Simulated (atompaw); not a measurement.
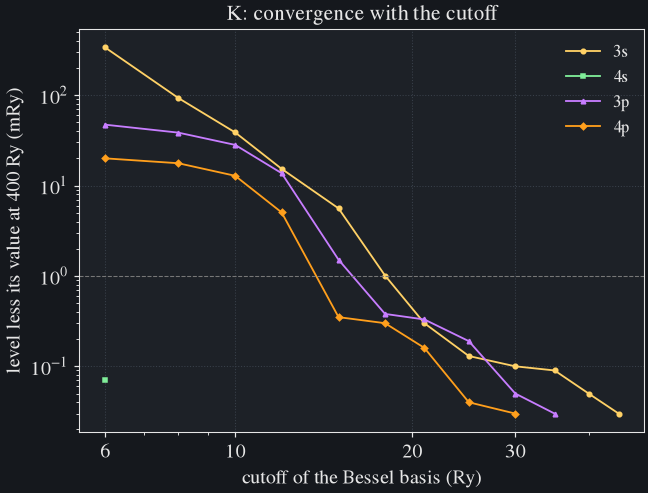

The pseudo-atom Hamiltonian at the reference potential is diagonalised in spherical Bessel functions (20 bohr box) up to the cutoff. Curves: distance of each valence level from its value at 400 Ry.

Atompaw 4.2.0.5 input:

```
K 19
LDA-PW scalarrelativistic loggrid 1500 logderivrange -5 5 251
4 4 0 0 0 0
4 0 1
4 1 0
0 0 0
c
c
v
v
c
v
v
2
3.00 2.20 2.40 2.35
n
n
y
-0.1
n
custom rrkj vanderbiltortho sinc
bessel
1.60
3.00
2.15
3.00
2.50
```

> What cutoffs are needed for 10 mRy and 1 mRy in the sum of levels?

18 Ry and 30 Ry, on the ladder of cutoffs that was run.

> At which cutoff does each level come within 1 mRy for good?

3s: 21 Ry; 4s: 6 Ry or less; 3p: 18 Ry; 4p: 15 Ry.
